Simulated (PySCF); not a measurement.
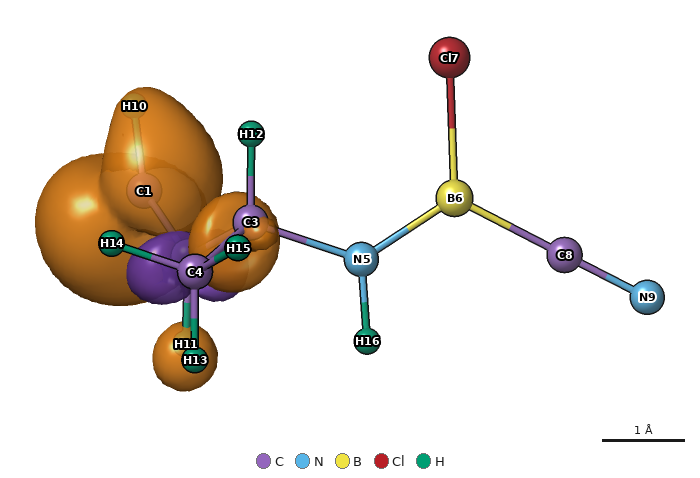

*C$_{5}$H$_{7}$BClN$_{2}$ (doublet). Isosurfaces of the spin density at +0.03 (orange) and −0.03 e/Å³ (purple), seen at an oblique angle.*

Geometry: GFN2-xTB.

Method: PySCF, UKS B3LYP, pcH-1 on B C Cl H N, non-relativistic, mean-field spin-orbit, GIAO.

```xyz
16

C    -1.7198    1.9753   -0.6231
C    -1.2194    0.7966   -0.7393
C    -0.5803   -0.0186    0.4062
C    -1.3439   -1.3274    0.5793
N     0.8037   -0.2670    0.0867
B     1.9353    0.2748    0.6768
Cl    1.8176    1.3668    2.0193
C     3.3210   -0.1090    0.1522
N     4.3615   -0.3964   -0.2368
H    -1.8741    2.7150    0.1264
H    -1.2026    0.2695   -1.6858
H    -0.6183    0.5718    1.3244
H    -1.3025   -1.9193   -0.3336
H    -2.3849   -1.1209    0.8127
H    -0.9093   -1.9078    1.3909
H     0.9085   -0.8945   -0.7002
```

Question: Where is the unpaired spin?

Answer: The unpaired spin (1 electron) lies mostly on C1 (about 0.8), in electrons by Hirshfeld's partition.
